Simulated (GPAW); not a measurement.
# Conductance along a series: a Li chain with one bond drawn out, part 2 of 2

How does transport respond as one structural variable is stepped? The junctions: a Li chain with one bond drawn out.

GPAW 26.7.0; GPAW LCAO, PAW setups; Landauer transmission from Green's functions with principal layers (ASE), zero bias.

So far, conductance (G₀): step 2 (member of the series, stretch 0.2 Å) 0.994; step 4 (stretch 0.8 Å) 0.928; step 5 (stretch 1.2 Å) 0.829; step 6 (stretch 1.6 Å) 0.690; step 7 (stretch 2 Å) 0.522.

## Step 8: Junction, box 9 × 9 × 32.1 Å: stretch = 2.6

The cell differs from the one that the last finished run ended in (c 31.500 → 32.100 Å).

run.py

```python
import json
import numpy as np
from ase import Atoms
from ase.transport.calculators import TransportCalculator
from gpaw import GPAW, FermiDirac
from gpaw.lcao.tools import get_lcao_hamiltonian
from scipy.linalg import eigh

# The junction with lead layers at both ends, along the third cell vector
device = Atoms(
    ['Li', 'Li', 'Li', 'Li', 'Li', 'Li', 'Li', 'Li', 'Li', 'Li'],
    positions=[
        [4.50000, 4.50000, 1.47500],
        [4.50000, 4.50000, 4.42500],
        [4.50000, 4.50000, 7.37500],
        [4.50000, 4.50000, 10.32500],
        [4.50000, 4.50000, 13.27500],
        [4.50000, 4.50000, 18.82500],
        [4.50000, 4.50000, 21.77500],
        [4.50000, 4.50000, 24.72500],
        [4.50000, 4.50000, 27.67500],
        [4.50000, 4.50000, 30.62500]],
    cell=[[9.0, 0.0, 0.0], [0.0, 9.0, 0.0], [0.0, 0.0, 32.1]],
    pbc=True)

# One principal layer of the lead: the first 3 atoms of the device
lead = Atoms(
    ['Li', 'Li', 'Li'],
    positions=[
        [4.50000, 4.50000, 1.47500],
        [4.50000, 4.50000, 4.42500],
        [4.50000, 4.50000, 7.37500]],
    cell=[[9.0, 0.0, 0.0], [0.0, 9.0, 0.0], [0.0, 0.0, 8.85]],
    pbc=True)

settings = dict(mode='lcao', basis='szp(dzp)', xc='PBE', h=0.2,
                occupations=FermiDirac(0.1), maxiter=250,
                mixer=dict(beta=0.1, nmaxold=8, weight=100.0),
                convergence=dict(density=0.0001))
energies = np.arange(-3, 3 + 1e-9, 0.075)
eta = 0.0001
n1, n2 = 1, 1
# k and -k transmit alike, so half of the mesh across the current serves
mesh = [(i, j) for i in range(n1) for j in range(n2) if (i, j) <= (-i % n1, -j % n2)]
weights = np.array([1 if (i, j) == (-i % n1, -j % n2) else 2 for i, j in mesh]) / (n1 * n2)

# [... helper functions left out ...]
fermi_lead = ground_state(lead, (1, 1, 13), 'lead.txt')
fermi_device = ground_state(device, (1, 1, 3), 'device.txt')
# [... loop over the mesh left out, but for ...]
        # Shift the lead onto the potential of the device's first layer
        shift = ((H[:, 0, 0] - H0[:, 0, 0]) / S0[0, 0]).real.mean()
# [...]
kT = 8.617333e-5 * 200
bias = [0.1, 0.2, 0.5, 1.0, 1.5, 2.0]
# [... integrals and printing left out ...]
```

Run with:

```sh
$ OMP_NUM_THREADS=1 OPENBLAS_NUM_THREADS=1 python run.py
```

The log of the run:

```text
basis functions: device 40, principal layer 12
Fermi level: lead -2.8434 eV, device -2.7334 eV; lead shifted by -0.0043 eV
largest coupling past the next layer 1.26e-08 eV, largest misfit of the first layer 0.031 eV
  E-E_F (eV)   T (one spin)  [channel counts left out]
    -3.000    5.6017e-22
    -2.925    4.4047e-22
    -2.850    3.3473e-22
[...]
2.925    4.8386e-10
     3.000    9.0829e-11
conductance at 200 K: 0.27529 G0 a cell; thermopower 1.571 uV/K
current from the zero-bias T(E) at 0.1 V: 2.1263 uA
current from the zero-bias T(E) at 0.2 V: 4.2172 uA
current from the zero-bias T(E) at 0.5 V: 9.9824 uA
current from the zero-bias T(E) at 1.0 V: 17.374 uA
current from the zero-bias T(E) at 1.5 V: 22.718 uA
current from the zero-bias T(E) at 2.0 V: 26.61 uA
```

The job ended after 28 s (1 thread of Arm Neoverse V1, shared host; peak memory 0.91 GiB).

The conductance, 0.275 G₀, lies 47 % below that of the member before.

## Step 9: Member of the series, box 9 × 9 × 32.7 Å: stretch = 3.2

The cell differs from the one that the last finished run ended in (c 32.100 → 32.700 Å).

Changes to run.py since step 8:

```diff
@@ -17,8 +17,8 @@
         [4.50000, 4.50000, 13.27500],
-        [4.50000, 4.50000, 18.82500],
-        [4.50000, 4.50000, 21.77500],
-        [4.50000, 4.50000, 24.72500],
-        [4.50000, 4.50000, 27.67500],
-        [4.50000, 4.50000, 30.62500]],
-    cell=[[9.0, 0.0, 0.0], [0.0, 9.0, 0.0], [0.0, 0.0, 32.1]],
+        [4.50000, 4.50000, 19.42500],
+        [4.50000, 4.50000, 22.37500],
+        [4.50000, 4.50000, 25.32500],
+        [4.50000, 4.50000, 28.27500],
+        [4.50000, 4.50000, 31.22500]],
+    cell=[[9.0, 0.0, 0.0], [0.0, 9.0, 0.0], [0.0, 0.0, 32.7]],
     pbc=True)
```

The log of the run:

```text
basis functions: device 40, principal layer 12
Fermi level: lead -2.8434 eV, device -2.7181 eV; lead shifted by -0.0047 eV
largest coupling past the next layer 1.26e-08 eV, largest misfit of the first layer 0.033 eV
  E-E_F (eV)   T (one spin)  [channel counts left out]
    -3.000    4.7706e-23
    -2.925    6.6503e-23
    -2.850    8.8139e-23
[...]
2.925    4.2421e-11
     3.000    1.0542e-11
conductance at 200 K: 0.1123 G0 a cell; thermopower 2.291 uV/K
current from the zero-bias T(E) at 0.1 V: 0.8668 uA
current from the zero-bias T(E) at 0.2 V: 1.716 uA
current from the zero-bias T(E) at 0.5 V: 4.0156 uA
current from the zero-bias T(E) at 1.0 V: 6.8239 uA
current from the zero-bias T(E) at 1.5 V: 8.771 uA
current from the zero-bias T(E) at 2.0 V: 10.128 uA
```

Wall time 31 s (1 thread); peak memory 0.92 GiB.

The conductance, 0.112 G₀, lies 59 % below that of the member before.

## Step 10: The series together

Times are for 1 thread of Arm Neoverse V1, shared host. Results by setting:

```
no.  stretch (Å)  conductance (G₀)  time  memory (GiB)
  1          0.2            0.9944  20 s          0.87
  2          0.5            0.9727  35 s          0.86
  3          0.8            0.9278  32 s          0.88
  4          1.2            0.8294  20 s          0.88
  5          1.6            0.6901  32 s          0.89
  6            2            0.5221  28 s          0.89
  7          2.6            0.2753  28 s          0.91
  8          3.2            0.1123  31 s          0.92
```

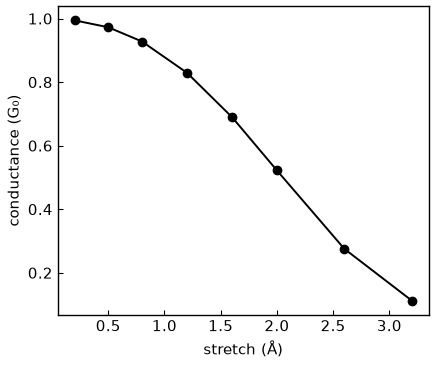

The series as plots.

The runs together. Transmission, zone mean against energy, zero at the Fermi level:

```
energy (eV)      0.2      0.5      1.2      1.6      2.6      3.2
      -3.00        0        0        0        0        0        0
      -2.02        0        0        0        0        0        0
      -0.97        0        0        0        0        0        0
       0.00    0.994    0.973    0.831    0.692    0.277    0.113
       0.97    0.996    0.975    0.792    0.618    0.198   0.0680
       1.12    0.996    0.975    0.787    0.610    0.189   0.0632
       2.02    0.992    0.934    0.586    0.385   0.0837   0.0229
       3.00  3.1e-11  4.6e-11  1.7e-10  6.5e-10  9.1e-11  1.1e-11
```

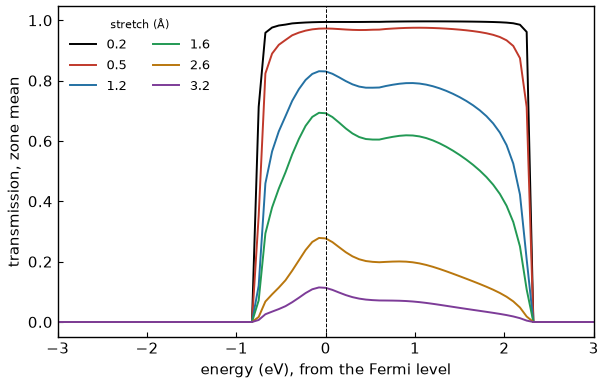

Transmission, zone mean, plotted against energy.

The runs together. The current through one cell, from the zero-bias transmission by bias:

```
bias (V)  0.2 (μA)  0.5 (μA)  1.2 (μA)  1.6 (μA)  2.6 (μA)  3.2 (μA)
   0.100      7.70      7.54      6.42      5.34      2.13     0.867
   0.200      15.4      15.1      12.8      10.6      4.22      1.72
   0.500      38.5      37.6      31.6      26.0      9.98      4.02
   1.000      76.9      74.7      60.9      48.6      17.4      6.82
   1.500       114       108      85.0      66.4      22.7      8.77
   2.000       134       128       101      78.5      26.6      10.1
```

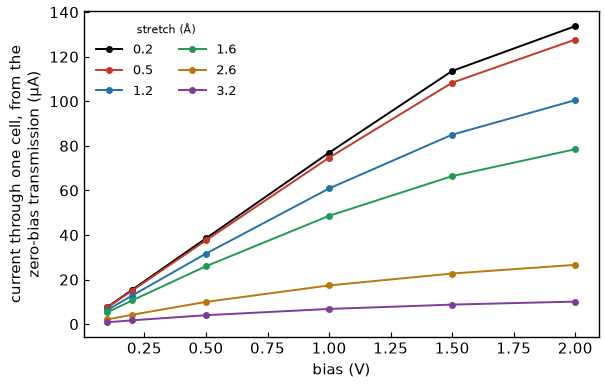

Current through one cell, from the zero-bias transmission, plotted against bias.

## Step 11: Other settings

One more run, with changed settings.

Changes to run.py since step 9:

```diff
@@ -17,8 +17,8 @@
         [4.50000, 4.50000, 13.27500],
-        [4.50000, 4.50000, 19.42500],
-        [4.50000, 4.50000, 22.37500],
-        [4.50000, 4.50000, 25.32500],
-        [4.50000, 4.50000, 28.27500],
-        [4.50000, 4.50000, 31.22500]],
-    cell=[[9.0, 0.0, 0.0], [0.0, 9.0, 0.0], [0.0, 0.0, 32.7]],
+        [4.50000, 4.50000, 17.42500],
+        [4.50000, 4.50000, 20.37500],
+        [4.50000, 4.50000, 23.32500],
+        [4.50000, 4.50000, 26.27500],
+        [4.50000, 4.50000, 29.22500]],
+    cell=[[9.0, 0.0, 0.0], [0.0, 9.0, 0.0], [0.0, 0.0, 30.7]],
     pbc=True)
@@ -35,4 +35,4 @@
 
-settings = dict(mode='lcao', basis='szp(dzp)', xc='PBE', h=0.2,
-                occupations=FermiDirac(0.1), maxiter=250,
+settings = dict(mode='lcao', basis='tzp', xc='PBE', h=0.2,
+                occupations=FermiDirac(0.1), maxiter=60,
                 mixer=dict(beta=0.1, nmaxold=8, weight=100.0),
```

The log of the run:

```text
FileNotFoundError: Could not find required basis set file "Li.tzp.basis".
```

It took 0.81 s on 1 thread; peak memory 0.09 GiB.

The program refused the input before any cycle.

The program's message: “FileNotFoundError: Could not find required basis set file "Li.tzp.basis".”

The change that led to it: basis = "tzp".

## Step 12: Results

- conductance, first and last member: 0.994 and 0.112 G₀
- largest and smallest: 0.994 and 0.112 G₀

In words: As the extra bond length goes from 0.2 to 3.2 Å, the conductance goes from 0.994 to 0.112 G₀. The conductance falls at every step of the series. The geometry was built from estimated bond lengths and not relaxed, so the numbers describe this model structure. An evenly spaced straight chain is an idealisation: free chains tend to dimerise, zigzag or, where a band edge lies near the Fermi level, turn magnetic. The currents use the zero-bias T(E) throughout, which holds only while the bias is small against the distance to the nearest feature. The energy step is wider than the thermal energy, so the conductance and thermopower rest on interpolation of T(E). Atomic orbitals end short of the vacuum, so tunnelling across a wide gap comes out too low.

[Logs are printed without paths, hosts, clocks, repeated set-up lines and the standing remarks that a program may print on its own settings, such as how far it seeks lower states.]

[Hosts, paths, dates, database ids (printed as entryN), source tags and the programs' standing remarks are cut or masked in the printed files.]
